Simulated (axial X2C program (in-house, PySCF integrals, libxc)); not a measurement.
# Relativistic diatomic calculation for SiLi⁻

SiLi⁻, single determinant with Ω = 1. The distance is the PBE0 minimum at charge −1. Computed at this level: expectation values, HF and Kohn-Sham, two-component X2C with atomic mean-field Coulomb and Gaunt terms, Si dyall-av3z, Li dyall-av3z (cores contracted) (axial X2C program (in-house, PySCF integrals, libxc)).

**The program's output**
```
two-component X2C + atomic mean field  PBE0
basis functions 113  fitting functions 545  grid points 4362
iter        total energy     max residual
   1       -296.338169426     2.07e+00
   2       -297.143034155     1.16e+00
   3       -297.295736745     1.32e-01
   4       -297.380919877     7.27e-02
   5       -297.395699563     4.57e-02
   6       -297.398623332     1.11e-02
   7       -297.399272451     5.80e-03
   8       -297.399329188     2.95e-03
   9       -297.399346627     2.20e-03
  10       -297.399356018     7.66e-04
  11       -297.399358964     3.70e-04
  12       -297.399359926     4.67e-04
  13       -297.399360220     6.22e-04
  14       -297.399360399     1.51e-04
  15       -297.399360471     9.78e-05
  16       -297.399360502     3.65e-05
  17       -297.399360510     3.32e-05
  18       -297.399360514     1.77e-05
  19       -297.399360515     9.18e-06
converged
one-electron -431.97891779  Coulomb 148.70736461  exact exchange -5.56937222  xc functional -17.19302377  nuclear repulsion 8.67165153  atomic mean-field constant -0.03706287
```

**Expectation values by level of theory**

| quantity | PBE0 | HF | PBE50 | r2SCAN | TPSSh |
| --- | --- | --- | --- | --- | --- |
| effective field for an electron dipole moment (GV/cm) | −0.0395 | −0.0737 | −0.0485 | −0.0408 | −0.0382 |
| field gradient at the first nucleus (a.u.) | −0.0808 | −0.00576 | −0.0203 | −0.131 | −0.0917 |
| field gradient at the second nucleus (a.u.) | −0.0121 | −0.0184 | −0.0139 | −0.0111 | −0.0101 |
| A∥/gI, first nucleus (MHz) | −119 | −135 | −124 | −79.9 | −57.3 |
| A∥/gI, second nucleus (MHz) | −17.7 | −8.61 | −16.8 | −19.7 | −16.7 |

Each column comes from one determinant with 2 or more unpaired spinors, which can mix states, in a basis with contracted cores. The levels disagree widely: A∥/gI at the first nucleus runs from −135 to −57.3 MHz and A∥/gI at the second nucleus runs from −19.7 to −8.61 MHz. They may not all have settled in the same state, and these values aren't reliable properties of the molecule.

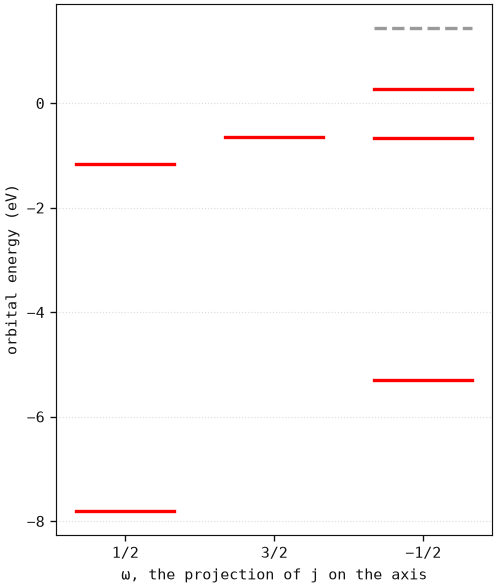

Figure 1. Orbital energies (PBE0) near the frontier at 2.56 Å, filled (solid) and empty (dashed). The highest filled spinor (−1/2; 52 % Li s, 22 % Si p) lies at 0.27 eV, the lowest empty one (−1/2; 90 % Li p, 7 % Li s) at 1.43 eV. A filled level above zero is held only by the finite basis .

**Input**
```
{"zs": [14, 3], "q": -1, "bas": ["dyall-av3z", "dyall-av3z"], "r0": 2.49, "levels": ["PBE0", "HF", "PBE50", "r2SCAN", "TPSSh"], "nst": 3}
```

The line is the task of a batch: nuclear charges, charge, bases, the levels to run, a first guess of the distance and further settings. This report covers the levels named above. The log is that of the reference distance.

The run was one of a batch that the task file lists, launched with:
```bash
python <driver script> task.json out
```

**Summary**

- outcome: converged; the levels of theory disagree widely; a filled level lies above zero
- hardware: 1 thread of Intel Xeon (Granite Rapids), 64 GiB of memory available, shared host
- wall time: 1.6 s
- peak memory: 0.23 GiB

**Remarks**

The highest filled level (PBE0, up to 0.27 eV) lies above zero. That is common for anions, where the functional's self-interaction leaves the outer electrons unbound; only the finite basis holds them, so such levels depend on it.
